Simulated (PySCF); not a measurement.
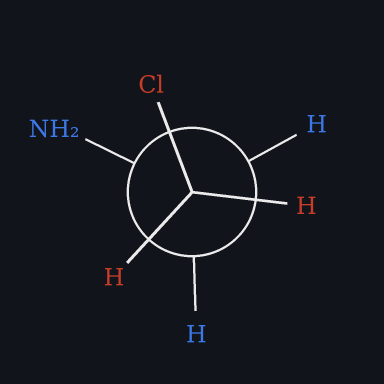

A Newman projection along the Si–Si bond, silicon in front; angles are drawn as computed, but eclipsed bonds slightly apart. Computed geometry: PBE0-D3(BJ)/def2-SVP optimisation. No frequency run is at hand to confirm it as a minimum.

**Which molecule is it?**

ClH6NSi2, N[SiH2][SiH2]Cl

**What is the torsion angle from the front Cl to the back NH2? The sign is positive where the front bond must turn clockwise to cover the back bond.**

−43°, synclinal (gauche).
